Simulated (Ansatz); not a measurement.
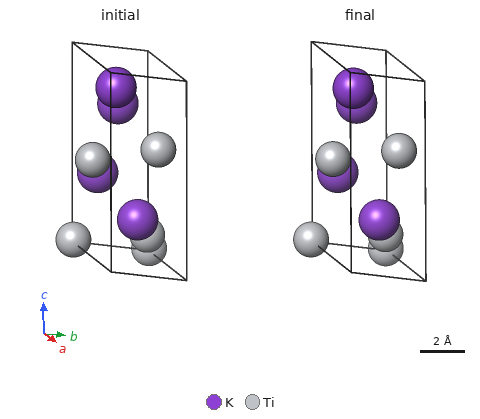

The structure of solid KTi (built on the NaTl (B32)_227 type) (coarse preliminary run) before (left) and after (right) a relaxation, at one scale.

Style: spheres-only. Shown: the cell of the calculation, reduced to other axes, slightly off an axis. Lengths and directions refer to the drawn axes.

All numbers below come from DFT PBE, scalar-relativistic, plane waves, PAW (Ansatz 0.2.0).

Input
```yaml
crystal:
  lattice:
    - [-3.8948433665, -0.0157996631, -3.8997330158]
    - [-3.9867057658, -3.9736371654, 0.0760627362]
    - [-7.8907501927, 3.8149130903, 4.0165961386]
  atoms:
    - { symbol: K, position: [0.2238076276, 0.2541967252, 0.240514603] }
    - { symbol: K, position: [0.7643240162, 0.72922942, 0.7500195975] }
    - { symbol: K, position: [0.8900079946, 0.8782379924, 0.3804420338] }
    - { symbol: K, position: [0.3989070505, 0.3661672557, 0.8827459326] }
    - { symbol: Ti, position: [0.0004817684, -0.0031443917, 0.0113970491] }
    - { symbol: Ti, position: [0.4922220345, 0.5248020073, 0.4876023113] }
    - { symbol: Ti, position: [0.5908995579, 0.6654085459, 0.1266224277] }
    - { symbol: Ti, position: [0.1393499503, 0.0851024451, 0.6206560449] }
basis:
  ecutwfc: 420
kpoints:
  mp_grid: { grid: [6, 6, 6] }
hamiltonian:
  xc: pbe
scf:
  occupations: { method: gaussian, width: 0.1 }
output:
  forces: true
  stress: true
  eigenvalues: true
relax:
  adjacent_minimum: "off"
  f_tol: 0.015
  max_steps: 120
  cell: { stress_tol: 0.15 }
```

Launched with:
```bash
ansatz run input.yaml --threads 1 --pin off --max-ram 2560MiB --backend cpu --events-out ev --progress --plain --runs-dir out
```

Q: What changed between the two?

A: The run was cut off at its time limit before the relaxation converged, so the last structure is only a point on the way. The energy falls by 18.8 meV per atom in 1 geometry step. Largest force component: 0.45 eV/Å at the start, 0.13 eV/Å at the end. The pressure goes from 0.06 to 0.06 GPa. The atom that moves furthest relative to the cell is Ti5 (0.12 Å roughly along [−1 −3 0]). Largest moves by element: Ti 0.12 Å, K 0.11 Å. Cell: a 5.512 → 5.536 Å (+0.4 %), b 5.611 → 5.578 Å (−0.6 %), c 9.562 → 9.590 Å (+0.3 %), α 106.0° → 106.3°, β 90.3° → 90.6°, γ 119.2° → 119.4°. Volume −0.4 %. Some distances before and after: K4–Ti8 4.202 → 4.018 Å, K1–K3 3.629 → 3.485 Å, K1–Ti5 3.707 → 3.851 Å, K3–Ti6 3.196 → 3.330 Å. The space group stays P1 (No. 1).
